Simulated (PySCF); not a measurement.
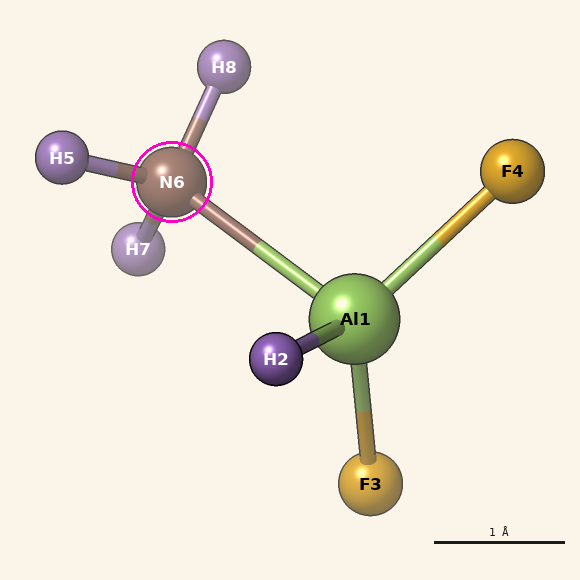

Orthographic view. Depth is shown by fading: the farther an atom, the more it takes the colour of the background. Computed geometry: PBE0-D4/def2-TZVP optimisation. No frequency run is at hand to confirm it as a minimum.

Q: Name the neighbours of the circled atom.

A: The circled atom is N6; it is bonded to Al1, H5, H7, H8.

Q: Which atom is farthest from the viewer?

A: H7, 1.3 Å behind the mean position.

Q: Of Al1 and F3, which is nearer the viewer?

A: Al1; the bond to F3 points away from the viewer, so it looks shorter than its 1.67 Å.

Q: Which atom is nearest the viewer?

A: H2, 2.0 Å in front of the mean position.
